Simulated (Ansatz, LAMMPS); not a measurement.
**Glassy 97GeO2-3Na2O (mol %) (93 atoms) in motion**

Aim: follow glassy 97GeO2-3Na2O (mol %) (93 atoms) for a short time with forces from DFT, then look at structure and electrons in the last frame.

Calculated with Ansatz 0.2.0; Kohn-Sham DFT, PBE, PAW (set soft_2), plane waves.

**1. The structure**

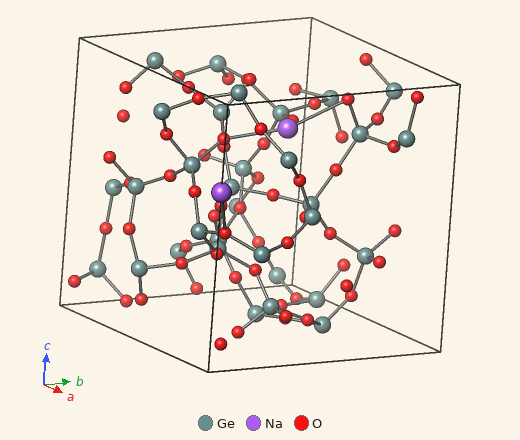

Start, viewed slightly off an axis; germanium teal, sodium purple, oxygen red. Bonds to atoms that aren't drawn are left out. Some periodic images of atoms are drawn too.

The cell holds 93 atoms: 30 Ge, 2 Na and 61 O. Its edges and angles: a = 11.329 Å, b = 11.329 Å, c = 11.329 Å, α = 90.0°, β = 90.0°, γ = 90.0°. 93 atoms (30 Ge, 2 Na, 61 O) placed at random at 3.66 g/cm³, melted at 4000 K for 10 ps at fixed volume with the Morse and Coulomb pair potential with partial charges (Pedone, Malavasi, Menziani, Cormack and Segre, J. Phys. Chem. B 110, 11780 (2006)). Quenched from 4000 K to 300 K at 60 K/ps and fixed volume, held 10 ps at zero pressure.

Limits known from the start: The quench rate of 60 K/ps is many orders above laboratory rates, so the cell is likely richer in defects and strain than a real sample. The starting topology of bonds comes from the classical model, and needn't be the one that DFT or experiment would give. Sampling is at Γ alone, for a cell whose shortest periodic width is 11 Å.

**2. Dynamics started at 400 K**

A Nosé–Hoover thermostat steers the temperature while disturbing the dynamics little. The time step is 1.0 fs.

Input file input.yaml:

```yaml
crystal:
  lattice:
    - [11.32922, 0.0, 0.0]
    - [0.0, 11.32922, 0.0]
    - [0.0, 0.0, 11.32922]
  atoms:
    - { symbol: Ge, position: [0.75246, 0.08085, 0.45913] }
    - { symbol: Ge, position: [0.02045, 0.48333, 0.16926] }
    - { symbol: Ge, position: [0.91233, 0.46008, 0.5244] }
    - { symbol: Ge, position: [0.00532, 0.14949, 0.12531] }
    [... 83 atom lines left out ...]
    - { symbol: O, position: [0.58248, 0.59389, 0.05359] }
    - { symbol: O, position: [0.38006, 0.70608, 0.04094] }
    - { symbol: O, position: [0.69252, 0.69366, 0.62749] }
    - { symbol: O, position: [0.97944, 0.5861, 0.27392] }
    - { symbol: O, position: [0.65989, 0.11046, 0.58168] }
    - { symbol: O, position: [0.90454, 0.38185, 0.15661] }
kpoints:
  mp_grid: { grid: [1, 1, 1] }
hamiltonian:
  xc: pbe
scf:
  occupations: { method: fixed }
output:
  forces: true
  stress: true
md:
  timestep: 1.0
  n_steps: 122
  ensemble: nvt_nose_hoover
  temperature: 400
  initial_velocities: maxwell_boltzmann
  seed: 503
```

Started as:

```bash
> ansatz run input.yaml --threads 4 --pin off --max-ram 8192MiB --backend cpu --events-out ev --progress --plain --runs-dir out
```

Run time: 13 min. Hardware: 4 threads of Intel Xeon 6975P-C (Granite Rapids), shared host; peak memory 2.3 GiB; 47 min of CPU time.

The program notes that the SCF threshold is loose for the stress and it switched symmetry off.

The trajectory, sampled:

| time (fs) | T (K) | potential (meV/atom) | conserved (meV/atom) |
| --- | --- | --- | --- |
| 0.0 | 400 | 0.0 | 0.00 |
| 8.0 | 525 | -16.1 | -0.01 |
| 16.0 | 749 | -45.1 | -0.06 |
| 24.0 | 737 | -45.0 | -0.04 |
| 33.0 | 590 | -28.7 | -0.01 |
| 41.0 | 506 | -20.2 | -0.02 |
| 49.0 | 463 | -16.6 | 0.00 |
| 57.0 | 564 | -31.3 | -0.03 |
| 65.0 | 625 | -41.3 | -0.05 |
| 73.0 | 590 | -39.0 | -0.02 |
| 81.0 | 607 | -43.1 | -0.06 |
| 89.0 | 541 | -36.5 | -0.02 |
| 98.0 | 539 | -38.2 | -0.05 |
| 106.0 | 515 | -36.7 | -0.03 |
| 114.0 | 567 | -45.1 | -0.05 |
| 122.0 | 554 | -45.2 | -0.04 |

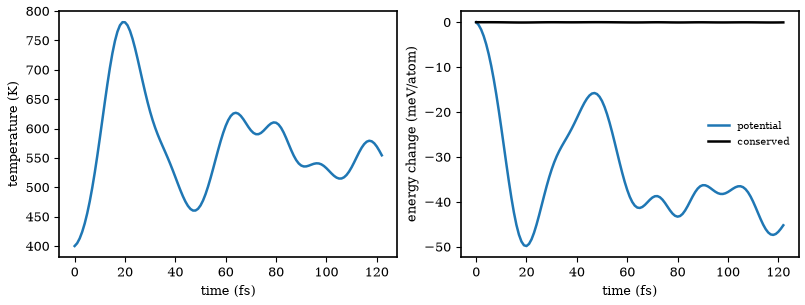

Temperature and energies against time.

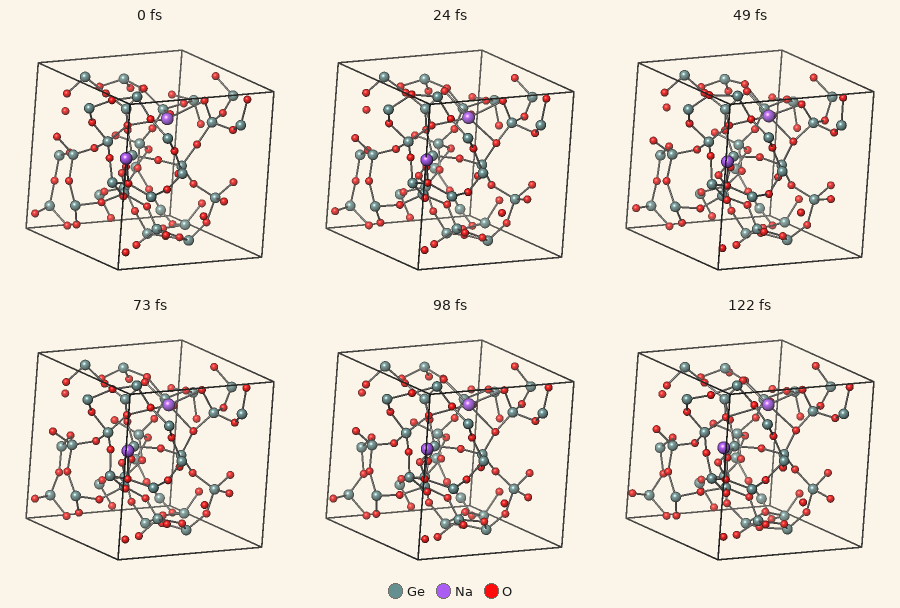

6 frames of the run. Bonds to atoms that aren't drawn are left out.

Mean square displacement from the first frame to the last: Ge 0.044 Å², Na 0.33 Å², O 0.15 Å².

Table of mean square displacement by time lag:

| time lag (fs) | Ge (Å²) | Na (Å²) | O (Å²) |
| --- | --- | --- | --- |
| 1.0 | 1.6e-5 | 7.4e-5 | 9.6e-5 |
| 6.0 | 5.8e-4 | 0.00266 | 0.00340 |
| 11.0 | 0.00190 | 0.00886 | 0.0109 |
| 16.0 | 0.00384 | 0.0184 | 0.0214 |
| 18.0 | 0.00474 | 0.0231 | 0.0261 |
| 23.0 | 0.00724 | 0.0367 | 0.0384 |
| 28.0 | 0.00991 | 0.0524 | 0.0504 |
| 33.0 | 0.0126 | 0.0693 | 0.0616 |
| 38.0 | 0.0152 | 0.0869 | 0.0714 |
| 43.0 | 0.0177 | 0.105 | 0.0799 |
| 46.0 | 0.0191 | 0.115 | 0.0844 |
| 51.0 | 0.0213 | 0.132 | 0.0908 |
| 56.0 | 0.0232 | 0.148 | 0.0959 |
| 61.0 | 0.0251 | 0.164 | 0.0999 |

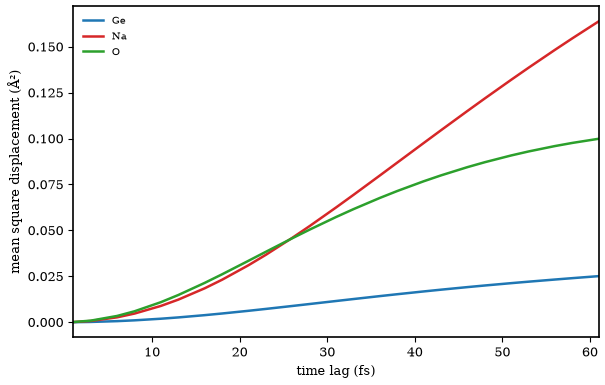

Mean square displacement against time lag.

Over the second half of 122 fs the temperature averages 568 K with swings of 34 K r.m.s. The conserved energy stays within 0.07 meV/atom. From first frame to last Na has the largest mean square displacement, 0.33 Å² at the end; the farthest move is 0.73 Å. The mean temperature of 568 K lies well off the 400 K of the input, so the thermostat hasn't yet brought the run to equilibrium. The run spans 0.12 ps, too short for its means to be equilibrium values.

**3. Structure statistics late in the run**

The g(r) is a mean over the second half; what follows it is taken at the last frame.

Density 3.66 g/cm³, 15.64 Å³ an atom.

Mean of 14 frames. Pair distribution functions g(r), in bins of 0.2 Å:

| r (Å) | total | O-O | O-Ge | O-Na | Ge-Ge | Ge-Na | Na-Na |
| --- | --- | --- | --- | --- | --- | --- | --- |
| 1.60 | 0.42 | 0.00 | 0.98 | 0.00 | 0.00 | 0.00 | 0.00 |
| 1.80 | 4.50 | 0.00 | 10.64 | 0.00 | 0.00 | 0.00 | 0.00 |
| 2.00 | 0.17 | 0.00 | 0.37 | 0.41 | 0.00 | 0.00 | 0.00 |
| 2.20 | 0.06 | 0.00 | 0.00 | 2.15 | 0.00 | 0.00 | 0.00 |
| 2.40 | 0.10 | 0.06 | 0.02 | 2.33 | 0.00 | 0.00 | 0.00 |
| 2.60 | 0.54 | 1.10 | 0.07 | 1.48 | 0.00 | 0.00 | 0.00 |
| 2.80 | 1.50 | 3.31 | 0.14 | 0.93 | 0.00 | 0.00 | 0.00 |
| 3.00 | 1.32 | 2.67 | 0.15 | 0.57 | 0.74 | 1.78 | 0.00 |
| 3.20 | 0.95 | 1.07 | 0.34 | 0.27 | 3.13 | 0.95 | 0.00 |
| 3.40 | 0.96 | 0.78 | 0.67 | 1.05 | 2.55 | 3.38 | 0.00 |
| 3.60 | 0.80 | 0.61 | 0.94 | 1.12 | 0.69 | 2.64 | 0.00 |
| 3.80 | 0.83 | 0.60 | 1.20 | 0.64 | 0.34 | 0.57 | 0.00 |
| 4.00 | 0.89 | 0.55 | 1.31 | 0.98 | 0.50 | 1.14 | 0.00 |
| 4.20 | 1.06 | 0.56 | 1.54 | 1.48 | 1.10 | 0.51 | 0.00 |
| 4.40 | 1.22 | 0.74 | 1.85 | 1.22 | 0.76 | 0.46 | 0.00 |
| 4.60 | 1.23 | 0.89 | 1.61 | 0.99 | 1.06 | 2.23 | 0.00 |
| 4.80 | 0.95 | 0.97 | 0.94 | 0.98 | 1.02 | 0.51 | 0.00 |
| 5.00 | 1.04 | 1.31 | 0.68 | 1.42 | 1.26 | 1.16 | 0.00 |
| 5.20 | 1.10 | 1.53 | 0.71 | 0.92 | 1.09 | 0.77 | 0.00 |
| 5.40 | 1.07 | 1.36 | 0.62 | 1.22 | 1.58 | 1.43 | 0.00 |
| 5.60 | 1.04 | 1.26 | 0.84 | 0.99 | 0.95 | 0.86 | 0.00 |

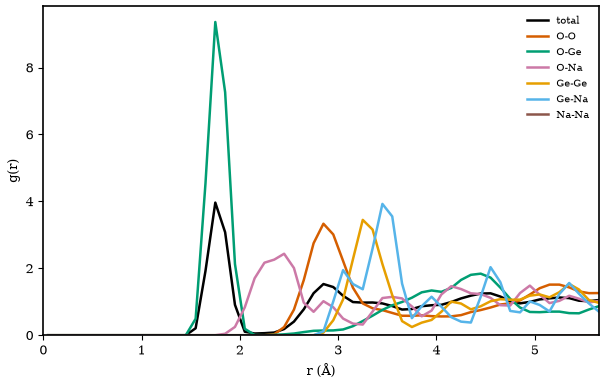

Pair distribution functions, lightly smoothed.

Bonds by pair of elements; cutoffs follow the first minimum of g(r), held within bounds set by covalent radii, and pairs that aren't listed don't count as bonded:

| pair A-B | cutoff (Å) | bonds | mean length (Å) | spread (Å) | shortest (Å) | B about A | A about B |
| --- | --- | --- | --- | --- | --- | --- | --- |
| O-Ge | 2.23 | 120 | 1.79 | 0.053 | 1.66 | 1.97 | 4 |
| O-Na | 2.73 | 8 | 2.41 | 0.133 | 2.17 | 0.131 | 4 |

The cutoff for O-Na falls short of the minimum of g(r), so counts run low and odd coordinations can be artefacts.

How many atoms have how many bonded neighbours:

| element | mean | 2 | 3 | 4 |
| --- | --- | --- | --- | --- |
| Ge | 4 | 0 | 0 | 30 |
| Na | 4 | 0 | 0 | 2 |
| O | 2.10 | 55 | 6 | 0 |

Bond angles (no mean is given where the spread exceeds 20°):

| angle | count | mean (°) | spread (°) |
| --- | --- | --- | --- |
| O-Ge-O | 180 | 109 | 10.2 |
| Ge-O-Ge | 59 | 136 | 14.6 |
| Ge-O-Na | 14 | 110 | 18.6 |
| O-Na-O | 12 | - | - |

Oxygen atoms by the number of network formers (Si, P, Ge, B, Al, As, Ga) bound to them:

| network formers bound to O | O atoms | per cent |
| --- | --- | --- |
| 0 | 0 | 0 |
| 1 | 2 | 3.3 |
| 2 | 59 | 96.7 |

Network units: each former by its oxygen neighbours and how many of them bridge to another former:

| former | O neighbours | bridging O | atoms |
| --- | --- | --- | --- |
| Ge | 4 | 3 | 2 |
| Ge | 4 | 4 | 28 |

Bond length by coordination (bonds to H left out):

| element | coordination | atoms | mean bond length (Å) |
| --- | --- | --- | --- |
| O | 2 | 55 | 1.80 |
| O | 3 | 6 | 2.01 |

Rings of the network by King's shortest-path rule, up to 12 atoms, one path for each pair of neighbours; H, halogens, alkali and alkaline-earth atoms are left out, and the last column divides by all other atoms, bonded or not:

| ring size (atoms) | rings | per network atom |
| --- | --- | --- |
| 8 | 2 | 0.022 |
| 10 | 12 | 0.132 |
| 12 | 19 | 0.209 |

First main peaks of g(r), for some of the pairs, lie near 2.9 Å (O-O), 1.8 Å (O-Ge), 2.5 Å (O-Na) and 3.3 Å (Ge-Ge). The O-Ge-O angle averages 109° with a spread of 10°. 97 % of the oxygens bridge two formers (Ge) and 3 % are non-bridging. The commonest Ge unit has 4 oxygens, 4 of them shared with other formers (28 of 30 atoms). Rings of 12 atoms are the most common (58 % of those counted); sizes run from 8 to 12, where the search stops.

**4. Single point at the last frame**

The last frame is solved once more, with the analyses that the dynamics left out.

Input file input.yaml:

```yaml
crystal:
  lattice:
    - [11.32922, 0.0, 0.0]
    - [0.0, 11.32922, 0.0]
    - [0.0, 0.0, 11.32922]
  atoms:
    - { symbol: Ge, position: [0.74348, 0.0853, 0.42064] }
    - { symbol: Ge, position: [0.02395, 0.47997, 0.18301] }
    - { symbol: Ge, position: [0.92711, 0.46024, 0.54513] }
    - { symbol: Ge, position: [0.01026, 0.14315, 0.13118] }
    [... 83 atom lines left out ...]
    - { symbol: O, position: [0.59493, 0.5433, 0.05381] }
    - { symbol: O, position: [0.40774, 0.70039, 0.08743] }
    - { symbol: O, position: [0.6999, 0.6793, 0.65503] }
    - { symbol: O, position: [0.98527, 0.57601, 0.29983] }
    - { symbol: O, position: [0.64243, 0.10138, 0.54822] }
    - { symbol: O, position: [0.91978, 0.36926, 0.16519] }
kpoints:
  mp_grid: { grid: [1, 1, 1] }
hamiltonian:
  xc: pbe
scf:
  occupations: { method: fixed }
output:
  forces: true
  stress: true
  populations: true
  dos:
    method: { smearing: { sigma: 0.08 } }
    de: 0.1
    projected: { site_lists: { Ge: [Ge], Na: [Na], O: [O] } }
  eigenvalues: true
  write_density: true
  write_potential: true
  volumetric_format: npy
```

The job ended after 16 s (4 threads; peak memory 2.3 GiB).

The program notes that the exchange-correlation potential is rough where the density is thin.

The run gave:

```
free energy                                      : -166417.5854 eV
free energy per atom                             : -1789.4364 eV/atom
SCF cycles                                       : 11
pressure                                         : -2.298 GPa
r.m.s. force component                           : 0.9098 eV/Å
longest force                                    : 3.667 eV/Å
Fermi energy                                     : 4.379 eV
gap (highest filled to lowest empty level) : 0.4095 eV
spilling of the projection                       : 0.005104
```

Length of the force by element:

| element | coordination | atoms | mean length of the force (eV/Å) | spread | least | most |
| --- | --- | --- | --- | --- | --- | --- |
| Ge | all | 30 | 1.78 | 0.817 | 0.284 | 3.19 |
| Na | all | 2 | 0.115 | 0.0211 | 0.0942 | 0.136 |
| O | all | 61 | 1.21 | 0.654 | 0.0768 | 3.67 |

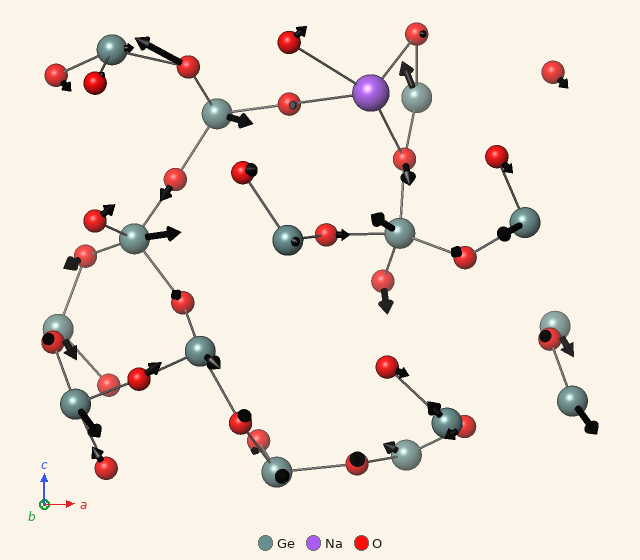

Forces as arrows; the longest in the cell is 3.67 eV/Å. Drawn is a slice 4 Å thick, seen along the normal of the ac plane. Bonds to atoms that aren't drawn are left out.

Löwdin charges by element (they lack the spilled electrons, 0.044 e an atom on average):

| element | coordination | atoms | mean charge (e) | spread | least | most |
| --- | --- | --- | --- | --- | --- | --- |
| Ge | all | 30 | 1.55 | 0.0424 | 1.46 | 1.63 |
| Na | all | 2 | 0.819 | 3.0e-4 | 0.819 | 0.820 |
| O | all | 61 | -0.724 | 0.0334 | -0.845 | -0.645 |

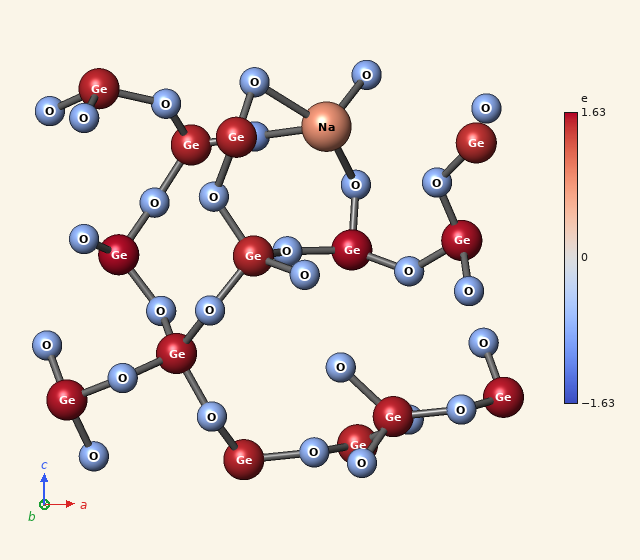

Atoms coloured by Löwdin charge. Drawn is a slice 5 Å thick, seen along the normal of the ac plane. Bonds to atoms that aren't drawn are left out.

Density of states as counts of states in windows of 1 eV (from the Fermi level), total and the larger projections:

| from (eV) | to (eV) | total | O p | Ge p | Ge s |
| --- | --- | --- | --- | --- | --- |
| -10 | -9 | 12.6 | 7.0 | 0.6 | 4.0 |
| -9 | -8 | 17.7 | 10.3 | 1.5 | 4.4 |
| -8 | -7 | 13.4 | 8.4 | 1.8 | 2.3 |
| -7 | -6 | 31.0 | 22.6 | 7.1 | 0.5 |
| -6 | -5 | 33.0 | 24.5 | 6.9 | 0.5 |
| -5 | -4 | 41.3 | 33.0 | 4.8 | 0.6 |
| -4 | -3 | 74.0 | 66.6 | 3.9 | 0.5 |
| -3 | -2 | 89.3 | 85.0 | 1.8 | 0.3 |
| -2 | -1 | 31.8 | 30.8 | 0.4 | 0.1 |
| -1 | 0 | 6.5 | 6.0 | 0.2 | 0.0 |
| 0 | 1 | 3.5 | 2.0 | 0.1 | 0.9 |
| 1 | 2 | 6.0 | 2.0 | 0.7 | 2.5 |
| 2 | 3 | 16.2 | 5.1 | 2.2 | 6.6 |
| 3 | 4 | 15.0 | 4.6 | 2.8 | 5.7 |
| 4 | 5 | 15.6 | 4.2 | 4.7 | 4.5 |

The curve was stored every 0.10 eV, coarse against its broadening of 0.08 eV, so these counts are rough.

With fixed occupations the program's Fermi level is the highest filled level.

Between -26 and -10 eV lie 448 more states.

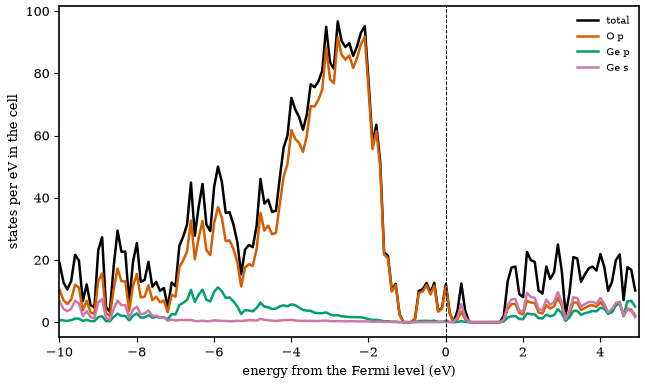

Total and projected density of states, with the broadening of the input.

The levels nearest the highest filled one (over half full), pooled over k-points and spins:

| level less the highest filled one (eV) | occupation |
| --- | --- |
| -1.48 | 2 |
| -1.30 | 2 |
| -0.648 | 2 |
| -0.472 | 2 |
| -0.293 | 2 |
| 0 | 2 |
| 0.409 | 0 |
| 1.63 | 0 |
| 1.74 | 0 |
| 1.85 | 0 |
| 2.08 | 0 |
| 2.15 | 0 |

Mean Löwdin charges: Ge +1.55, Na +0.82, O -0.72 e (they miss 0.51 % of the electrons, so they add up to more than the cell's charge). The largest share in the top eV of filled states is O p (95 % of the projected weight), and in the lowest eV of empty states Ge s (48 % of the projected weight).

**5. What came out**

```yaml
mean_temperature_second_half: 568.4 K
temperature_swing_second_half: 34.4 K
mean_pressure_second_half: 0.1729 GPa
slope_of_the_conserved_energy_against_time_by_least_squares: -0.2268 meV/atom/ps
free_energy_per_atom: -1789.4364 eV/atom
pressure: -2.298 GPa
r_m_s_force_component: 0.9098 eV/Å
spacing_of_highest_filled_and_lowest_empty_level: 0.4095 eV
wall_time_of_the_2_dft_runs: 13 min
```

Over the second half of 122 fs the temperature averages 568 K with swings of 34 K r.m.s. The conserved energy stays within 0.07 meV/atom. The mean temperature of 568 K lies well off the 400 K of the input, so the thermostat hasn't yet brought the run to equilibrium. The run spans 0.12 ps, too short for its means to be equilibrium values. 97 % of the oxygens bridge two formers (Ge) and 3 % are non-bridging. Between filled and empty levels lie 0.409 eV (at Γ alone); a semilocal functional tends to put such gaps too low. In a disordered cell it changes from sample to sample, and tail or defect levels can set it.

What to keep in mind: The stress is far from hydrostatic: its diagonal is -1.8, -0.7, -4.4 GPa, compression counted positive. The pressure of -2.3 GPa is that of one thermal frame at a volume set beforehand, without the kinetic term.

[Logs are printed without paths, hosts, clocks, repeated set-up lines and the standing remarks that a program may print on its own settings, such as how far it seeks lower states.]

[Hosts, paths, dates, database ids (printed as entryN), source tags and the programs' standing remarks are cut or masked in the printed files.]
